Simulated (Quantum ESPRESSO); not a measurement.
# Magnetic state of MnGaAs2 (GaAs8x111 Mn2 nn) from several starts, part 2 of 2

A self-consistent run ends on one state, which hangs on the start. Several orders of MnGaAs2 (GaAs8x111 Mn2 nn) are started in Quantum ESPRESSO and their energies compared.

Quantum ESPRESSO 7.5; PBE; plane waves with GBRV 1.5 PBE potentials, no spin-orbit coupling.

So far, absolute magnetization (μB): step 2 (run 1 (ferro ++)) 8.74.

## 3. Run 2, typed as antiferro +−

Input file pw.in:

```
&CONTROL
  calculation = 'scf'
  prefix = 'pwscf'
  outdir = './tmp'
  pseudo_dir = './pseudo'
  disk_io = 'nowf'
/
&SYSTEM
  ibrav = 0
  celldm(1) = 8
  nat = 8
  ntyp = 4
  ecutwfc = 40
  ecutrho = 280
  nbnd = 57
  occupations = 'smearing'
  smearing = 'fd'
  degauss = 0.00367493
  nspin = 2
  starting_magnetization(1) = 0.3
  starting_magnetization(2) = 0
  starting_magnetization(3) = -0.3
  starting_magnetization(4) = 0
/
&ELECTRONS
  conv_thr = 1.6d-08
  electron_maxstep = 150
  mixing_beta = 0.3
/
ATOMIC_SPECIES
Mn1    54.9380 mn_pbe_v1.5.uspp.F.UPF
As     74.9216 as_pbe_v1.uspp.F.UPF
Mn2    54.9380 mn_pbe_v1.5.uspp.F.UPF
Ga     69.7230 ga_pbe_v1.4.uspp.F.UPF
CELL_PARAMETERS alat
   1.3353277228137    0.0000000000000    0.0000000000000
   0.0000000000000    1.3353277228137    0.0000000000000
   0.0000000000000    0.0000000000000    1.3353277228137
ATOMIC_POSITIONS crystal
Mn1     0.0000000000    0.0000000000    0.0000000000
As      0.2500000000    0.2500000000    0.2500000000
Mn2     0.0000000000    0.5000000000    0.5000000000
As      0.2500000000    0.7500000000    0.7500000000
Ga      0.5000000000    0.0000000000    0.5000000000
As      0.7500000000    0.2500000000    0.7500000000
Ga      0.5000000000    0.5000000000    0.0000000000
As      0.7500000000    0.7500000000    0.2500000000
K_POINTS automatic
5 5 5 0 0 0
```

Command:

```bash
OMP_NUM_THREADS=1 mpirun -n 4 pw.x -nk 4 -in pw.in > pw.out
```

Output:

```text
[banner, memory and clock lines left out]
Program PWSCF v.7.5 starts

     Message from routine setup:
     using ibrav=0 with symmetry is DISCOURAGED, use correct ibrav instead

     bravais-lattice index     =            0
     lattice parameter (alat)  =       8.0000  a.u.
     unit-cell volume          =    1219.0838 (a.u.)^3
     number of atoms/cell      =            8
     number of atomic types    =            4
     number of electrons       =        88.00
     number of Kohn-Sham states=           57
     kinetic-energy cutoff     =      40.0000  Ry
     charge density cutoff     =     280.0000  Ry
     scf convergence threshold =      1.6E-08
     mixing beta               =       0.3000
     number of iterations used =            8  plain     mixing
     Exchange-correlation=  SLA  PW   PBX  PBC
                           (   1   4   3   4   0   0   0)

     celldm(1)=   8.000000  celldm(2)=   0.000000  celldm(3)=   0.000000
     celldm(4)=   0.000000  celldm(5)=   0.000000  celldm(6)=   0.000000

     crystal axes: (cart. coord. in units of alat)
               a(1) = (   1.335328   0.000000   0.000000 )
               a(2) = (   0.000000   1.335328   0.000000 )
               a(3) = (   0.000000   0.000000   1.335328 )

     reciprocal axes: (cart. coord. in units 2 pi/alat)
               b(1) = (  0.748880  0.000000  0.000000 )
               b(2) = (  0.000000  0.748880  0.000000 )
               b(3) = (  0.000000  0.000000  0.748880 )

     PseudoPot. # 1 for Mn read from file:
     mn_pbe_v1.5.uspp.F.UPF
     Pseudo is Ultrasoft + core correction, Zval = 15.0

     PseudoPot. # 2 for As read from file:
     as_pbe_v1.uspp.F.UPF
     Pseudo is Ultrasoft + core correction, Zval =  5.0

     PseudoPot. # 3 for Mn read from file:
     mn_pbe_v1.5.uspp.F.UPF
     Pseudo is Ultrasoft + core correction, Zval = 15.0

     PseudoPot. # 4 for Ga read from file:
     ga_pbe_v1.4.uspp.F.UPF
     Pseudo is Ultrasoft + core correction, Zval = 19.0

     atomic species   valence    mass     pseudopotential
     Mn1              15.00    54.93800     Mn( 1.00)
     As                5.00    74.92160     As( 1.00)
     Mn2              15.00    54.93800     Mn( 1.00)
     Ga               19.00    69.72300     Ga( 1.00)

     Starting magnetic structure
     atomic species   magnetization
     Mn1             0.300
     As              0.000
     Mn2            -0.300
     Ga              0.000

      8 Sym. Ops. (no inversion) found

   Cartesian axes

     site n.     atom                  positions (alat units)
         1        Mn1    tau(   1) = (   0.0000000   0.0000000   0.0000000  )
         2        As     tau(   2) = (   0.3338319   0.3338319   0.3338319  )
         3        Mn2    tau(   3) = (   0.0000000   0.6676639   0.6676639  )
         4        As     tau(   4) = (   0.3338319   1.0014958   1.0014958  )
         5        Ga     tau(   5) = (   0.6676639   0.0000000   0.6676639  )
         6        As     tau(   6) = (   1.0014958   0.3338319   1.0014958  )
         7        Ga     tau(   7) = (   0.6676639   0.6676639   0.0000000  )
         8        As     tau(   8) = (   1.0014958   1.0014958   0.3338319  )

     number of k points=    18  Fermi-Dirac smearing, width (Ry)=  0.0037
                       cart. coord. in units 2pi/alat
        k(    1) = (   0.0000000   0.0000000   0.0000000), wk =   0.0080000
        k(    2) = (   0.0000000   0.0000000   0.1497760), wk =   0.0320000
        k(    3) = (   0.0000000   0.0000000   0.2995519), wk =   0.0320000
        k(    4) = (   0.0000000   0.1497760   0.1497760), wk =   0.0320000
        k(    5) = (   0.0000000   0.1497760   0.2995519), wk =   0.0640000
        [... 13 further k-points ...]

     Dense  grid:    96561 G-vectors     FFT dimensions: (  60,  60,  60)

     Smooth grid:    41851 G-vectors     FFT dimensions: (  45,  45,  45)

     Check: negative core charge=   -0.000013
     Generating pointlists ...
     new r_m :   0.2385 (alat units)  1.9081 (a.u.) for type    1
     new r_m :   0.2385 (alat units)  1.9081 (a.u.) for type    2
     new r_m :   0.2385 (alat units)  1.9081 (a.u.) for type    3
     new r_m :   0.2385 (alat units)  1.9081 (a.u.) for type    4

     Initial potential from superposition of free atoms

     starting charge      84.9988, renormalised to      88.0000
     Starting wfcs are   66 randomized atomic wfcs

     Self-consistent Calculation

     iteration #  1     ecut=    40.00 Ry     beta= 0.30
     Davidson diagonalization with overlap
     ethr =  1.00E-02,  avg # of iterations =  4.5

     total energy              =   -1410.58872668 Ry
     estimated scf accuracy    <      13.66072997 Ry

     total magnetization       =     0.00 Bohr mag/cell
     absolute magnetization    =     6.24 Bohr mag/cell

     iteration #  2     ecut=    40.00 Ry     beta= 0.30
     Davidson diagonalization with overlap
     ethr =  1.00E-02,  avg # of iterations =  4.1

     total energy              =   -1410.51015547 Ry
     estimated scf accuracy    <      27.87694527 Ry

     total magnetization       =     0.00 Bohr mag/cell
     absolute magnetization    =     1.25 Bohr mag/cell

     [... further iterations left out ...]

     iteration # 15     ecut=    40.00 Ry     beta= 0.30
     Davidson diagonalization with overlap
     ethr =  1.21E-10,  avg # of iterations =  3.3

     negative rho (up, down):  1.185E-04 1.185E-04

     total energy              =   -1414.19583202 Ry
     estimated scf accuracy    <       0.00000004 Ry

     total magnetization       =     0.00 Bohr mag/cell
     absolute magnetization    =     7.78 Bohr mag/cell

     iteration # 16     ecut=    40.00 Ry     beta= 0.30
     Davidson diagonalization with overlap
     ethr =  4.00E-11,  avg # of iterations =  3.7

     negative rho (up, down):  1.185E-04 1.186E-04

     Magnetic moment per site  (integrated on atomic sphere of radius R)
     atom   1 (R=0.239)  charge= 13.0800  magn=  3.3243
     atom   2 (R=0.239)  charge=  2.7224  magn=  0.0000
     atom   3 (R=0.239)  charge= 13.0800  magn= -3.3243
     atom   4 (R=0.239)  charge=  2.7224  magn=  0.0000
     atom   5 (R=0.239)  charge= 17.0416  magn= -0.0000
     atom   6 (R=0.239)  charge=  2.7224  magn=  0.0000
     atom   7 (R=0.239)  charge= 17.0416  magn= -0.0000
     atom   8 (R=0.239)  charge=  2.7224  magn=  0.0000

     End of self-consistent calculation

     [... lines left out ...]
     the Fermi energy is     6.9228 ev

!    total energy              =   -1414.19583205 Ry
     estimated scf accuracy    <          2.4E-09 Ry
     smearing contrib. (-TS)   =      -0.00325770 Ry
     internal energy E=F+TS    =   -1414.19257435 Ry

     The total energy is F=E-TS. E is the sum of the following terms:
     one-electron contribution =   -1140.04355140 Ry
     hartree contribution      =     595.92904810 Ry
     xc contribution           =    -276.59271052 Ry
     ewald contribution        =    -593.48536052 Ry

     total magnetization       =     0.00 Bohr mag/cell
     absolute magnetization    =     7.78 Bohr mag/cell

     convergence has been achieved in  16 iterations
```

Run time: 77 s. Hardware: 4 MPI ranks of Intel Xeon at 2.60GHz (Ice Lake), shared host; peak memory 0.96 GiB; 5.1 min of CPU time.

Spin moment in the atom's sphere by atom:

| atom | spin moment in the atom's sphere (μB) |
| --- | --- |
| Mn1 | 3.32 |
| As2 | 0.00 |
| Mn3 | -3.32 |
| As4 | 0.00 |
| Ga5 | 0.00 |
| As6 | 0.00 |
| Ga7 | 0.00 |
| As8 | 0.00 |

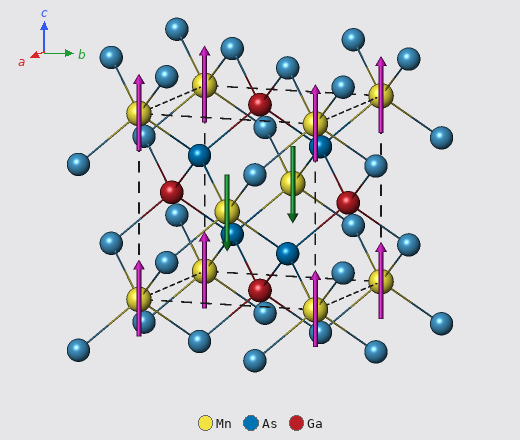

Spin moment in the atom's sphere as arrows, the longest 3.32 μB. Up and down stand for the sign. Arrows give size and sign along the axis of quantisation, drawn up and down the page. The two directions have two colours. Some periodic images of atoms are drawn too.

Read from the output:

| Property | Result |
| --- | --- |
| smearing term TS | 0.04432 eV |
| magnetization | 0 μB |
| absolute magnetization | 7.782 μB |
| final state | antiferromagnetic |

## 4. Energies of the orders

An order is kept where moments of 0.15 μB or more survive with the typed signs; meshes match where a doubled cell samples the same k points as the first cell.

Orders:

| start | final state | typed order kept | energy over the lowest (meV a seeded atom) | largest site moment (μB) | net moment (μB a cell of the first run) | mesh matched | CPU time (s) |
| --- | --- | --- | --- | --- | --- | --- | --- |
| ferro ++ | ferromagnetic | yes | 0 | 3.586 | 7.961 | yes | 301.1 |
| antiferro +- | antiferromagnetic | yes | 192.7 | 3.324 | 0 | yes | 308.9 |

## 5. Summary of results

```json
{
  "lowest state found": "ferromagnetic (from ferro ++)",
  "largest site moment": "3.59 μB",
  "next state with moments": "antiferromagnetic, 193 meV a seeded atom higher"
}
```

What this shows: Only these 2 starts were compared; other wavevectors, canted and longer-period orders were not.

[Logs and program files are shortened in this print: banners, set-up blocks, solver, clock and traceback lines can be left out without a mark of their own.]

[Logs are printed without paths, hosts, clocks, repeated set-up lines and the standing remarks that a program may print on its own settings, such as how far it seeks lower states.]

[Hosts, paths, dates, database ids (printed as entryN), source tags and the programs' standing remarks are cut or masked in the printed files.]

[Where a cell is said to come from a database of computed structures, the database is the Materials Project.]
